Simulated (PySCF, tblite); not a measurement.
**C4H4F2: geometry, infrared bands, NMR shifts and spin-spin couplings**

What infrared bands, NMR shifts and spin-spin couplings should C4H4F2 (`FC1=CC[C@H]1F`) show?

Programs: tblite 0.8.0 and PySCF 2.14.0, with density-fitted response routines of our own. Each step states its level of theory. These are calculated values for one molecule in the gas phase, unless marked as measured. Atoms are numbered from 0 throughout.

### 1 Starting geometry

10 atoms, charge 0, multiplicity 1; geometry from: force field or distance geometry start.

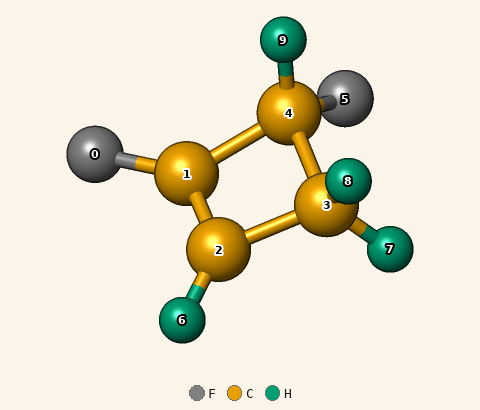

As it starts; fluorine grey, carbon amber, hydrogen teal, atoms numbered.

### 2 Relaxing the molecule with GFN2-xTB

The job: settings as JSON, then the geometry in Å.

```
{"job": {"kind": "relax", "xc": "GFN2-xTB", "basis": "xTB"}, "charge": 0, "multiplicity": 1}
F      2.386200    -0.660200    -0.013400
C      1.082900    -0.280800    -0.099800
C      0.310300     0.084800    -1.111600
C     -0.915300     0.291800    -0.252000
C     -0.009400    -0.098700     0.958600
F     -0.427700    -1.172000     1.665500
H      0.470000     0.192800    -2.186200
H     -1.738400    -0.404400    -0.413900
H     -1.314000     1.298100    -0.196700
H      0.164300     0.753200     1.627000
```

Command:

```sh
$ OMP_NUM_THREADS=1 python probes_run.py task.json out
```

The driver reads the jobs from task.json and runs them one after another.

**Question.** This job is followed by: GFN2-xTB harmonic vibrations, gas phase; GIAO PBE0/pcSseg-1 NMR shielding, non-relativistic, gas phase; B3LYP/pcJ-1 indirect spin-spin coupling, non-relativistic, gas phase. Predict these results of the whole session: strongest single infrared mode (GFN2-xTB); zero-point energy (GFN2-xTB); 13C shifts against TMS (PBE0/pcSseg-1); 1H shifts against TMS (PBE0/pcSseg-1); 19F shifts against CFCl3 (PBE0/pcSseg-1); surface potential, least and greatest; largest coupling of the table (B3LYP/pcJ-1).

The runs gave:

| quantity | value |
| --- | --- |
| strongest single infrared mode (GFN2-xTB) | 1730 cm⁻¹, 126 km/mol |
| zero-point energy (GFN2-xTB) | 43.7 kcal/mol |
| 13C shifts against TMS (PBE0/pcSseg-1) | 163.6, 116.8, 94.0, 30.7 ppm |
| 1H shifts against TMS (PBE0/pcSseg-1) | 5.73, 5.26, 2.39, 2.32 ppm |
| 19F shifts against CFCl3 (PBE0/pcSseg-1) | -92.0, -205.5 ppm |
| surface potential, least and greatest | -0.96 V and 1.10 V |
| largest coupling of the table (B3LYP/pcJ-1) | 1J(F,C) F0–C1, -426.1 Hz |

Over 20 steps the energy fell by 0.068 eV; of the close pairs, F0–C1 changed most, 1.360 to 1.331 Å. All 24 modes are real, so the xTB geometry is a minimum. The strongest single mode, at 1730 cm⁻¹, moves mainly C1 and C2. Unscaled tight-binding wavenumbers are off by several per cent, some by more. Its intensities can rank the bands wrongly. H9 (hydrogen on an allylic sp3 CH bonded to F) lies farthest downfield among hydrogen, at 5.73 ppm; its carbon carries F, which withdraws density. At PBE0/pcSseg-1: The largest span, 200 ppm, is at F0, where the paramagnetic term is -209 ppm. Of the pairs tabulated at B3LYP/pcJ-1, F0–C1 couples most strongly (-426.1 Hz; Fermi contact -400.9 Hz). Couplings across rotatable bonds belong to this one conformer; where others are populated, the observed values are averages. Density functionals describe couplings to fluorine poorly, F–F couplings above all, so those rows are rough.
